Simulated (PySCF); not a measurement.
**InNH₆: a changed input and its effect**

System: InNH₆ (In(NH3)H3).
Method of the first run: GIAO KT2/pcSseg-1 In:def2-TZVP NMR shielding, non-relativistic Hamiltonian with scalar-relativistic core potentials on the heavy atoms, gas phase (PySCF 2.14.0).

The geometry comes from this level: PBE0-D3(BJ)/def2-SVP. Text and figures count atoms from 1; the logs count them from 0 in places.

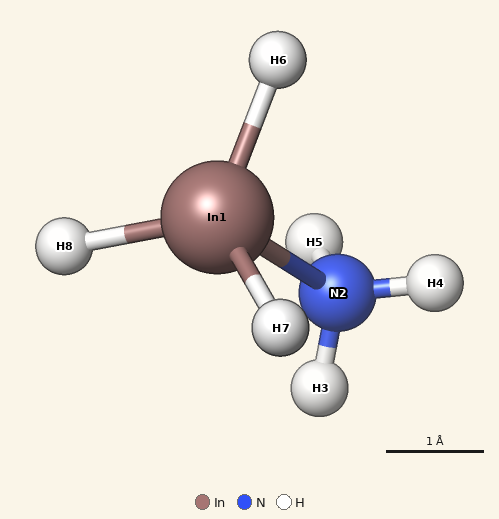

The structure (ball-and-stick view, seen at a tilt; atoms are numbered from 1 in the order of the input). Sticks mark near contacts. Bond lengths as drawn: H–In 1.74 Å, H–N 1.02 Å and In–N 2.40 Å.

## Input, the first run
```
{"job": {"kind": "nmr", "xc": "KT2", "basis": {"default": "pcSseg-1", "In": "def2-TZVP"}, "pop": false}, "charge": 0, "multiplicity": 1}
In    -0.002713     0.004608    -1.265312
N      0.002383    -0.002329     1.132785
H     -0.945518     0.032814     1.505907
H      0.510344     0.799036     1.505224
H      0.445907    -0.844807     1.496721
H      1.729891    -0.020620    -1.458928
H     -0.851017     1.515627    -1.456291
H     -0.889288    -1.484328    -1.460087
```

The first line tells a small driver script what to run in PySCF; the rest is the geometry in Å.

Hardware: 1 CPU thread, shared host.

## Output (the first run)
```
coarse grid: 28040 points
cycle   1  E = -249.3194739627  dE = -3.158e+01  |g| = 2.245e+00  |ddm| = 4.372e+01
cycle   2  E = -222.7083646342  dE =  2.661e+01  |g| = 1.010e+01  |ddm| = 1.626e+01
cycle   3  E = -250.3556765703  dE = -2.765e+01  |g| = 7.969e-01  |ddm| = 1.377e+01
cycle   4  E = -250.4156924840  dE = -6.002e-02  |g| = 4.799e-01  |ddm| = 1.199e+00
cycle   5  E = -250.4675311017  dE = -5.184e-02  |g| = 8.557e-02  |ddm| = 4.034e-01
cycle   6  E = -250.4693248160  dE = -1.794e-03  |g| = 2.402e-02  |ddm| = 1.344e-01
cycle   7  E = -250.4694534902  dE = -1.287e-04  |g| = 7.605e-03  |ddm| = 2.812e-02
cycle   8  E = -250.4694662865  dE = -1.280e-05  |g| = 5.174e-04  |ddm| = 7.276e-03
cycle   9  E = -250.4694663509  dE = -6.438e-08  |g| = 7.104e-05  |ddm| = 6.366e-04
final grid: 57272 points
cycle  10  E = -250.4694174350  dE = -1.105e-08  |g| = 5.563e-05  |ddm| = 8.705e-04
cycle  11  E = -250.4694174350  dE =  7.390e-12  |g| = 5.765e-05  |ddm| = 1.146e-04
cycle  12  E = -250.4694174356  dE = -6.877e-10  |g| = 1.380e-05  |ddm| = 6.273e-05
converged SCF energy = -250.4694174356

GIAO shielding tensors (ppm)
atom      isotropic    diamagn.    paramagn.     s11        s22        s33       span
  0 In         nan         nan         nan        nan        nan        nan        nan
  1 N      245.837     312.792     -66.955    228.192    254.658    254.662     26.469
  2 H       30.049      29.425       0.624     23.202     26.446     40.498     17.296
  3 H       30.050      29.425       0.625     23.207     26.448     40.497     17.290
  4 H       30.048      29.432       0.616     23.196     26.472     40.475     17.279
  5 H       25.919      27.652      -1.734     18.270     21.317     38.169     19.899
  6 H       25.919      27.648      -1.730     18.274     21.304     38.178     19.903
  7 H       25.919      27.652      -1.734     18.275     21.309     38.172     19.898
```

For the second run the input was changed thus:
```diff
-"xc": "KT2"
+"xc": "PBE0"
-"pop": false
```

How does the second run compare with the first run?

The total energies belong to different methods, so their difference says nothing on which is more stable or more accurate. The HOMO goes from −6.15 to −7.27 eV. The LUMO goes from −1.29 to −0.48 eV. The dipole moment goes from 4.82 to 4.86 D. Of all shieldings, the largest change is that of N2, by +2.1 ppm. The functional changes from KT2 to PBE0. Exact exchange removes part of the self-interaction error of semilocal functionals, which pushes filled and empty levels apart. The number of SCF iterations is the same.

## Output (the second run)
```
coarse grid: 28040 points
cycle   1  E = -247.4776700284  dE = -3.203e+01  |g| = 2.058e+00  |ddm| = 4.510e+01
cycle   2  E = -246.1413036508  dE =  1.336e+00  |g| = 3.867e+00  |ddm| = 7.633e+00
cycle   3  E = -248.3907767156  dE = -2.249e+00  |g| = 1.653e-01  |ddm| = 3.153e+00
cycle   4  E = -248.3965886438  dE = -5.812e-03  |g| = 2.246e-02  |ddm| = 2.307e-01
cycle   5  E = -248.3966791939  dE = -9.055e-05  |g| = 9.517e-03  |ddm| = 2.610e-02
cycle   6  E = -248.3966939027  dE = -1.471e-05  |g| = 4.373e-03  |ddm| = 9.471e-03
cycle   7  E = -248.3966977324  dE = -3.830e-06  |g| = 5.326e-04  |ddm| = 2.915e-03
final grid: 57272 points
cycle   8  E = -248.3966688496  dE = -1.643e-08  |g| = 5.015e-04  |ddm| = 9.634e-04
cycle   9  E = -248.3966688399  dE =  9.690e-09  |g| = 5.368e-04  |ddm| = 6.190e-04
cycle  10  E = -248.3966688932  dE = -5.326e-08  |g| = 7.821e-05  |ddm| = 3.355e-04
cycle  11  E = -248.3966688943  dE = -1.163e-09  |g| = 2.411e-06  |ddm| = 5.144e-05
cycle  12  E = -248.3966688943  dE =  3.411e-13  |g| = 1.242e-06  |ddm| = 6.376e-06
converged SCF energy = -248.3966688943

GIAO shielding tensors (ppm)
atom      isotropic    diamagn.    paramagn.     s11        s22        s33       span
  0 In         nan         nan         nan        nan        nan        nan        nan
  1 N      247.914     314.053     -66.139    229.962    256.887    256.892     26.931
  2 H       30.092      29.685       0.407     23.107     26.266     40.905     17.798
  3 H       30.094      29.686       0.408     23.111     26.266     40.904     17.793
  4 H       30.091      29.693       0.398     23.101     26.291     40.882     17.781
  5 H       26.243      27.684      -1.440     18.519     21.438     38.773     20.254
  6 H       26.243      27.679      -1.436     18.523     21.424     38.781     20.259
  7 H       26.243      27.684      -1.441     18.523     21.430     38.775     20.252
```

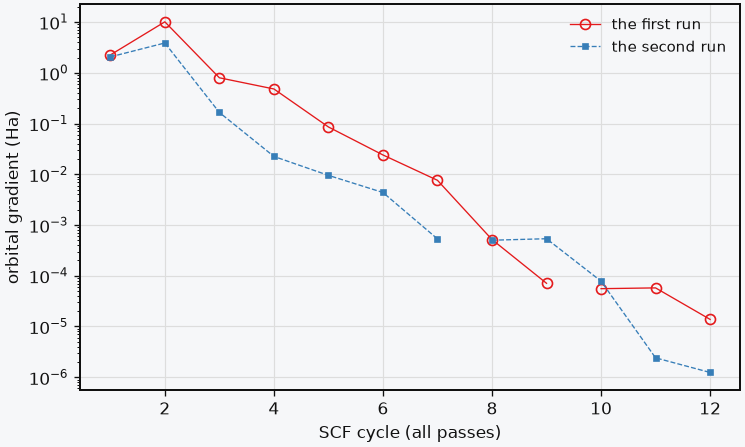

Convergence of the two runs: orbital gradient against the SCF cycle. A break in a curve parts two SCF passes (coarse and final grid). The first run takes 12 cycles in all, and the second run takes 12.

## The two runs side by side

```tsv
quantity	the first run	the second run
outcome	converged	converged
total energy (hartree)	−250.469417	−248.396669
HOMO (eV)	−6.15	−7.27
LUMO (eV)	−1.29	−0.48
dipole moment (D)	4.82	4.86
shielding of N2 (ppm)	245.8	247.9
shielding of H3 (ppm)	30.0	30.1
shielding of H4 (ppm)	30.1	30.1
shielding of H5 (ppm)	30.0	30.1
shielding of H6 (ppm)	25.9	26.2
shielding of H7 (ppm)	25.9	26.2
shielding of H8 (ppm)	25.9	26.2
SCF iterations	12	12
basis functions	97	97
wall time (shared host)	6 s	4.2 s
```

For both runs: Spin–orbit coupling is left out, which matters for the heavy atoms.
